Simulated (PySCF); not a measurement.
C3H3 (SMILES [C-]#CC) (charge −1)

Input file:

```
{"job": {"kind": "sp", "xc": "PBE0", "basis": "ma-def2-TZVP", "d3": "d3bj", "grid": 2}, "charge": -1, "multiplicity": 1}
C      2.196159    -0.367795    -0.165726
C      0.967203    -0.161436    -0.076950
C     -0.473275     0.080600     0.026597
H     -1.064397    -0.552160    -0.665678
H     -0.869669    -0.122666     1.041793
H     -0.748726     1.129045    -0.205610
```

Command:

```sh
OMP_NUM_THREADS=1 python redox_run.py task.json out
```

Geometry: PBE0-D3(BJ)/ma-def2-SVP.

Theory: DFT single point, gas phase, functional PBE0 in PySCF.

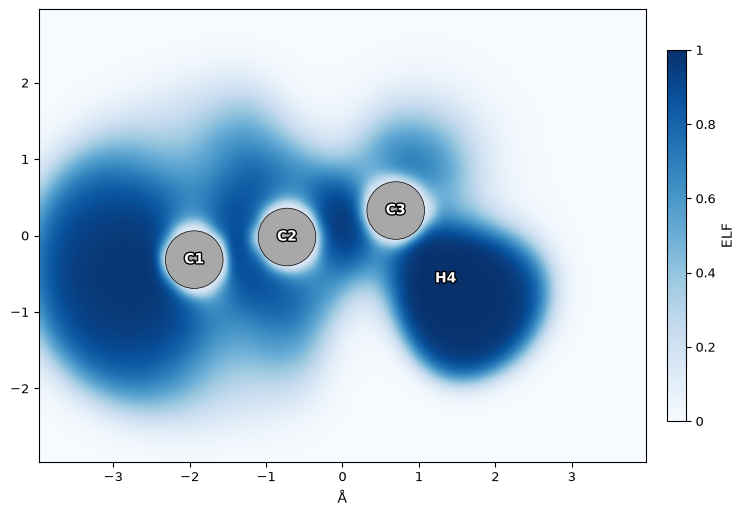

Figure 1. ELF on the plane of atoms C2, C3 and H4. Grey discs cover the atomic cores.

Interpret the plot.

Answer.
- The plane passes through C and H nuclei.
- C–C (1.25 Å): the ELF peaks at about 0.90 between the atoms; a multiple bond.
- C–H (1.11 Å): the ELF climbs to about 1 towards the hydrogen, as it does in any bond to H (an ordinary covalent bond to hydrogen).
- The ELF also peaks beside C1, away from the bonds: lone-pair regions.

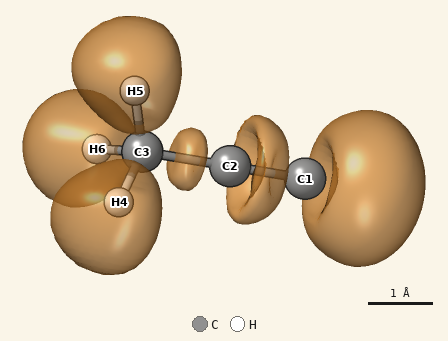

Figure 2. Isosurface of the ELF at 0.8 (orange), seen at a tilt. Only the valence region is drawn (cores and ρ < 0.01 e/Å³ removed).

Identify the bonds, lone pairs and shells in this picture.

Answer. The ELF exceeds this value in two regions between bonded C–C atoms (shared pairs), three regions around hydrogen nuclei and one lobe on C, pointing away from the bonds (lone pairs).
